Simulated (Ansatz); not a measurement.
## AlN2H7F2: nudged elastic band (part 1 of 2)

- system: AlN2H7F2
- method: UKS CAM-B3LYP-D4/6-31G (Ansatz 0.2.0)

It belongs to a series of runs on one base structure; here: band between the two ends. Figures and captions count atoms from 1; the log counts them from 0 in places.

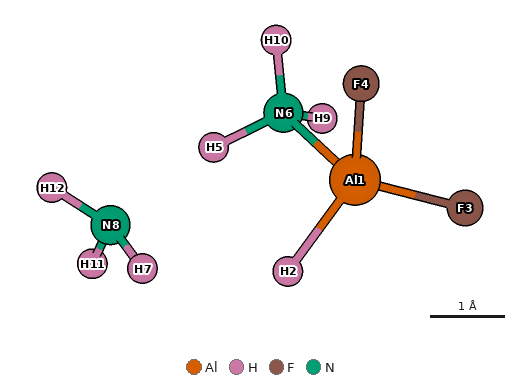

*The structure as given in the input (ball-and-stick view, seen at a tilt; atoms are numbered from 1 in the order of the input). Sticks mark near contacts.*

Bond lengths as drawn: Al–F 1.72 Å, Al–H 1.60 Å, Al–N 1.99 Å and H–N 1.01 to 1.06 Å.

The input:
```yaml
crystal:
  periodic: [false, false, false]
  atoms:
    - { symbol: Al, position_ang: [-1.345557, -0.488722, -0.963159] }
    - { symbol: H, position_ang: [-0.158119, -0.047397, -1.940712] }
    - { symbol: F, position_ang: [-1.821371, -2.134745, -1.046835] }
    - { symbol: F, position_ang: [-2.648316, 0.618617, -0.804972] }
    - { symbol: H, position_ang: [0.350736, 0.053676, 0.806711] }
    - { symbol: "N", position_ang: [-0.611009, -0.383354, 0.882958] }
    - { symbol: H, position_ang: [1.601873, 0.699429, -0.786578] }
    - { symbol: "N", position_ang: [1.839501, 0.785942, 0.197553] }
    - { symbol: H, position_ang: [-0.561786, -1.312749, 1.298801] }
    - { symbol: H, position_ang: [-1.236674, 0.200754, 1.437891] }
    - { symbol: H, position_ang: [2.667188, 0.253014, 0.437143] }
    - { symbol: H, position_ang: [1.923334, 1.755334, 0.481097] }
magnetization:
  spin_polarized: true
basis:
  gaussian: { orbitals: "6-31G" }
hamiltonian:
  xc: cam_b3lyp
  dispersion: d4
neb:
  order_check: false
  images: 5
  f_tol: 0.05
  max_iterations: 60
  final_atoms:
    - { symbol: Al, position_ang: [-0.93872405, -0.00957177, -0.00036431] }
    - { symbol: H, position_ang: [1.36808335, -0.62698049, -2.31992107] }
    - { symbol: F, position_ang: [-0.54430815, -0.98286094, -1.36067122] }
    - { symbol: F, position_ang: [-1.74450334, 1.45780844, -0.36748957] }
    - { symbol: H, position_ang: [1.25022061, 0.5303819, 1.15450399] }
    - { symbol: "N", position_ang: [-1.36966522, -0.85825198, 1.51454778] }
    - { symbol: H, position_ang: [2.06262533, -0.40512076, -2.49494529] }
    - { symbol: "N", position_ang: [0.87775018, 0.8271275, 0.25434493] }
    - { symbol: H, position_ang: [-1.27207961, -1.85482919, 1.64475508] }
    - { symbol: H, position_ang: [-1.92833545, -0.44852348, 2.24916253] }
    - { symbol: H, position_ang: [1.48924713, 0.53238267, -0.506925] }
    - { symbol: H, position_ang: [0.74948924, 1.83823709, 0.23290016] }
  initial_path:
    images:
      - { positions_ang: [[-1.345557, -0.488722, -0.963159], [-0.158119, -0.047397, -1.940712], [-1.821371, -2.134745, -1.046835], [-2.648316, 0.618617, -0.804972], [0.350736, 0.053676, 0.806711], [-0.611009, -0.383354, 0.882958], [1.601873, 0.699429, -0.786578], [1.839501, 0.785942, 0.197553], [-0.561786, -1.312749, 1.298801], [-1.236674, 0.200754, 1.437891], [2.667188, 0.253014, 0.437143], [1.923334, 1.755334, 0.481097]] }
      - { positions_ang: [[-1.367752, -0.49291056, -0.95650834], [0.00938573, 0.01122952, -1.84918105], [-1.78798557, -2.10696599, -1.17054876], [-2.58707673, 0.66278582, -0.91360861], [0.42714949, 0.09146917, 0.82377209], [-0.60628079, -0.39392594, 0.96797696], [1.39764468, 0.60983367, -0.85226636], [1.76090886, 0.75741726, 0.19056529], [-0.51600868, -1.30849472, 1.39845033], [-1.19475933, 0.19416479, 1.5499211], [2.60634211, 0.24136201, 0.38253956], [1.85823223, 1.73383396, 0.42878578]] }
      - { positions_ang: [[-1.38994699, -0.49709912, -0.94985768], [0.17689047, 0.06985604, -1.7576501], [-1.75460014, -2.07918697, -1.29426251], [-2.52583745, 0.70695463, -1.02224522], [0.50356297, 0.12926234, 0.84083317], [-0.60155258, -0.40449787, 1.05299593], [1.19341636, 0.52023834, -0.91795471], [1.68231671, 0.72889252, 0.18357758], [-0.47023136, -1.30424044, 1.49809966], [-1.15284466, 0.18757559, 1.66195121], [2.54549621, 0.22971002, 0.32793611], [1.79313047, 1.71233393, 0.37647456]] }
      - { positions_ang: [[-1.41214199, -0.50128768, -0.94320702], [0.3443952, 0.12848256, -1.66611914], [-1.72121472, -2.05140796, -1.41797627], [-2.46459818, 0.75112345, -1.13088183], [0.57997646, 0.16705551, 0.85789426], [-0.59682437, -0.41506981, 1.13801489], [0.98918803, 0.43064302, -0.98364307], [1.60372457, 0.70036778, 0.17658987], [-0.42445403, -1.29998617, 1.597749], [-1.11092999, 0.18098638, 1.77398131], [2.48465032, 0.21805803, 0.27333267], [1.7280287, 1.69083389, 0.32416334]] }
      - { positions_ang: [[-1.25433601, -0.33738237, -0.62892612], [0.68562458, -0.12333845, -1.88405312], [-1.32891253, -1.69522562, -1.39887459], [-2.22456657, 0.98668511, -0.87641774], [0.80339117, 0.28816431, 0.95676417], [-0.85443799, -0.5627972, 1.26352585], [1.34700047, 0.15205509, -1.48741048], [1.36173311, 0.74262102, 0.20250822], [-0.70699589, -1.48493384, 1.61341769], [-1.38339848, -0.02885024, 1.93237505], [2.15284926, 0.32283291, 0.01324678], [1.40184888, 1.73996829, 0.29374228]] }
      - { positions_ang: [[-1.09653003, -0.17347707, -0.31464521], [1.02685397, -0.37515947, -2.10198709], [-0.93661034, -1.33904328, -1.3797729], [-1.98453496, 1.22224678, -0.62195366], [1.02680589, 0.40927311, 1.05563408], [-1.11205161, -0.71052459, 1.38903682], [1.7048129, -0.12653284, -1.99117788], [1.11974164, 0.78487426, 0.22842657], [-0.98953775, -1.66988152, 1.62908639], [-1.65586697, -0.23868686, 2.09076879], [1.82104819, 0.42760779, -0.24683911], [1.07566906, 1.78910269, 0.26332122]] }
      - { positions_ang: [[-0.93872405, -0.00957177, -0.00036431], [1.36808335, -0.62698049, -2.31992107], [-0.54430815, -0.98286094, -1.36067122], [-1.74450334, 1.45780844, -0.36748957], [1.25022061, 0.5303819, 1.15450399], [-1.36966522, -0.85825198, 1.51454778], [2.06262533, -0.40512076, -2.49494529], [0.87775018, 0.8271275, 0.25434493], [-1.27207961, -1.85482919, 1.64475508], [-1.92833545, -0.44852348, 2.24916253], [1.48924713, 0.53238267, -0.506925], [0.74948924, 1.83823709, 0.23290016]] }
```

Machine: 2 threads of Arm Neoverse N1, 16 GiB of memory available, shared host.

Launched with:
```bash
ansatz run input.yaml --threads 2 --pin off --max-ram 3072MiB --backend cpu --events-out ev --progress --plain --runs-dir out
```

What the program printed:
```
Engine: ansatz 0.2.0, aarch64-unknown-linux-gnu
Functional definition: CAM-B3LYP
  parameter alpha = 0.19
  parameter beta = 0.46
  parameter omega = 0.33/bohr
  parameter ac = 0.81
  exchange = (1 - alpha - beta)*b88_x + beta*b88_x_sr(omega) + alpha*exact_x + beta*exact_x_lr(omega)
  correlation = (1 - ac)*vwn5_c + ac*lyp_c
861 factors; integrals over basis functions are off by at most 1.7e-4 eV
354 factors; integrals over basis functions are off by at most 4.3e-7 eV
mean field evaluation 1: about -15116.1058 eV, gradient 5.0e1 eV
mean field evaluation 2: about -15114.0990 eV, gradient 5.8e1 eV
mean field evaluation 4: about -15124.7214 eV, gradient 1.6e0 eV
mean field evaluation 8: about -15124.7235 eV, gradient 3.9e-2 eV
mean field -15124.72351601 eV, -555.8233373077 hartree, gradient 1.3e-5 eV, S^2 0.000000; 0 other end points of the search recorded, 0 dependent functions left out
the calculation of the forces begins
reference -15124.72365776 eV, -555.8233425167 hartree; 26, 26 occupied and 37, 37 virtual orbitals, 861 factors
861 factors; integrals over basis functions are off by at most 8.3e-4 eV
354 factors; integrals over basis functions are off by at most 3.8e-7 eV
mean field evaluation 16: about -15115.0923 eV, gradient 5.2e1 eV
mean field -15124.95204292 eV, -555.8317355168 hartree, gradient 1.3e-5 eV, S^2 0.000000; 0 other end points of the search recorded, 0 dependent functions left out
[... from here on the field's lines of each further geometry are left out, up to the last ...]
NEB iter   1: max|band force component| = 5.865e0 eV/Å  barrier→ = 3.1120 eV  barrier← = 3.3503 eV  Δτ_max = 0.2000 Å  (186 SCF iters)
NEB iter   2: max|band force component| = 3.242e0 eV/Å  barrier→ = 2.0841 eV  barrier← = 2.3224 eV  Δτ_max = 0.2000 Å  (136 SCF iters)
NEB iter   3: max|band force component| = 2.234e0 eV/Å  barrier→ = 2.4399 eV  barrier← = 2.6782 eV  Δτ_max = 0.2000 Å  (138 SCF iters)
NEB iter   4: max|band force component| = 3.355e0 eV/Å  barrier→ = 2.2975 eV  barrier← = 2.5358 eV  Δτ_max = 0.1023 Å  (134 SCF iters)
NEB iter   5: max|band force component| = 2.118e0 eV/Å  barrier→ = 1.8948 eV  barrier← = 2.1331 eV  Δτ_max = 0.0999 Å  (132 SCF iters)
NEB iter   6: max|band force component| = 1.824e0 eV/Å  barrier→ = 1.6139 eV  barrier← = 1.8522 eV  Δτ_max = 0.1003 Å  (127 SCF iters)
NEB iter   7: max|band force component| = 1.329e0 eV/Å  barrier→ = 1.7193 eV  barrier← = 1.9576 eV  Δτ_max = 0.2000 Å  (127 SCF iters)
NEB iter   8: max|band force component| = 1.171e0 eV/Å  barrier→ = 1.8395 eV  barrier← = 2.0778 eV  Δτ_max = 0.2000 Å  (127 SCF iters)
NEB iter   9: max|band force component| = 1.514e0 eV/Å  barrier→ = 1.6714 eV  barrier← = 1.9097 eV  Δτ_max = 0.1001 Å  (130 SCF iters)
NEB iter  10: max|band force component| = 1.239e0 eV/Å  barrier→ = 1.4613 eV  barrier← = 1.6997 eV  Δτ_max = 0.0992 Å  (124 SCF iters)
NEB iter  11: max|band force component| = 1.137e0 eV/Å  barrier→ = 1.2218 eV  barrier← = 1.4602 eV  Δτ_max = 0.0998 Å  (126 SCF iters)
NEB iter  12: max|band force component| = 7.641e-1 eV/Å  barrier→ = 1.0238 eV  barrier← = 1.2621 eV  Δτ_max = 0.1994 Å  (120 SCF iters)
NEB iter  13: max|band force component| = 6.538e-1 eV/Å  barrier→ = 0.9904 eV  barrier← = 1.2287 eV  Δτ_max = 0.2000 Å  (127 SCF iters)
NEB iter  14: max|band force component| = 7.068e-1 eV/Å  barrier→ = 1.1901 eV  barrier← = 1.4284 eV  Δτ_max = 0.1000 Å  (131 SCF iters)
NEB iter  15: max|band force component| = 7.651e-1 eV/Å  barrier→ = 0.9167 eV  barrier← = 1.1550 eV  CI = image 3  Δτ_max = 0.1943 Å  (126 SCF iters)
NEB iter  16: max|band force component| = 1.608e0 eV/Å  barrier→ = 1.3338 eV  barrier← = 1.5721 eV  CI = image 3  Δτ_max = 0.1020 Å  (129 SCF iters)
NEB iter  17: max|band force component| = 1.797e0 eV/Å  barrier→ = 1.3496 eV  barrier← = 1.5879 eV  CI = image 3  Δτ_max = 0.1979 Å  (124 SCF iters)
NEB iter  18: max|band force component| = 2.238e0 eV/Å  barrier→ = 0.9826 eV  barrier← = 1.2209 eV  CI = image 3  Δτ_max = 0.1002 Å  (125 SCF iters)
NEB iter  19: max|band force component| = 2.722e0 eV/Å  barrier→ = 1.0363 eV  barrier← = 1.2746 eV  CI = image 3  Δτ_max = 0.1003 Å  (126 SCF iters)
NEB iter  20: max|band force component| = 2.756e0 eV/Å  barrier→ = 0.9631 eV  barrier← = 1.2014 eV  CI = image 3  Δτ_max = 0.2000 Å  (124 SCF iters)
NEB iter  21: max|band force component| = 2.352e0 eV/Å  barrier→ = 0.8105 eV  barrier← = 1.0488 eV  CI = image 3  Δτ_max = 0.2000 Å  (129 SCF iters)
NEB iter  22: max|band force component| = 2.049e0 eV/Å  barrier→ = 0.8088 eV  barrier← = 1.0471 eV  CI = image 3  Δτ_max = 0.2000 Å  (131 SCF iters)
NEB iter  23: max|band force component| = 1.673e0 eV/Å  barrier→ = 1.3510 eV  barrier← = 1.5893 eV  CI = image 3  Δτ_max = 0.2000 Å  (135 SCF iters)
NEB iter  24: max|band force component| = 1.774e0 eV/Å  barrier→ = 1.2631 eV  barrier← = 1.5014 eV  CI = image 3  Δτ_max = 0.2000 Å  (132 SCF iters)
NEB iter  25: max|band force component| = 6.276e-1 eV/Å  barrier→ = 1.2199 eV  barrier← = 1.4582 eV  CI = image 3  Δτ_max = 0.1974 Å  (131 SCF iters)
NEB iter  26: max|band force component| = 6.219e-1 eV/Å  barrier→ = 1.2046 eV  barrier← = 1.4429 eV  CI = image 3  Δτ_max = 0.1973 Å  (125 SCF iters)
NEB iter  27: max|band force component| = 5.140e-1 eV/Å  barrier→ = 1.1922 eV  barrier← = 1.4305 eV  CI = image 3  Δτ_max = 0.1956 Å  (128 SCF iters)
NEB iter  28: max|band force component| = 4.313e-1 eV/Å  barrier→ = 1.1867 eV  barrier← = 1.4250 eV  CI = image 3  Δτ_max = 0.2000 Å  (123 SCF iters)
NEB iter  29: max|band force component| = 5.075e-1 eV/Å  barrier→ = 1.1836 eV  barrier← = 1.4219 eV  CI = image 3  Δτ_max = 0.1006 Å  (127 SCF iters)
NEB iter  30: max|band force component| = 6.040e-1 eV/Å  barrier→ = 1.1819 eV  barrier← = 1.4202 eV  CI = image 3  Δτ_max = 0.0503 Å  (115 SCF iters)
NEB iter  31: max|band force component| = 4.053e-1 eV/Å  barrier→ = 1.1815 eV  barrier← = 1.4198 eV  CI = image 3  Δτ_max = 0.0502 Å  (119 SCF iters)
NEB iter  32: max|band force component| = 2.002e-1 eV/Å  barrier→ = 1.1816 eV  barrier← = 1.4199 eV  CI = image 3  Δτ_max = 0.0981 Å  (111 SCF iters)
NEB iter  33: max|band force component| = 1.123e-1 eV/Å  barrier→ = 1.1813 eV  barrier← = 1.4196 eV  CI = image 3  Δτ_max = 0.1005 Å  (116 SCF iters)
NEB iter  34: max|band force component| = 2.051e-1 eV/Å  barrier→ = 1.1813 eV  barrier← = 1.4196 eV  CI = image 3  Δτ_max = 0.0501 Å  (112 SCF iters)
NEB iter  35: max|band force component| = 1.649e-1 eV/Å  barrier→ = 1.1813 eV  barrier← = 1.4196 eV  CI = image 3  Δτ_max = 0.0502 Å  (109 SCF iters)
NEB iter  36: max|band force component| = 9.786e-2 eV/Å  barrier→ = 1.1813 eV  barrier← = 1.4196 eV  CI = image 3  Δτ_max = 0.0501 Å  (107 SCF iters)
NEB iter  37: max|band force component| = 6.776e-2 eV/Å  barrier→ = 1.1813 eV  barrier← = 1.4196 eV  CI = image 3  Δτ_max = 0.0501 Å  (108 SCF iters)
NEB iter  38: max|band force component| = 5.871e-2 eV/Å  barrier→ = 1.1813 eV  barrier← = 1.4196 eV  CI = image 3  Δτ_max = 0.0501 Å  (107 SCF iters)
```
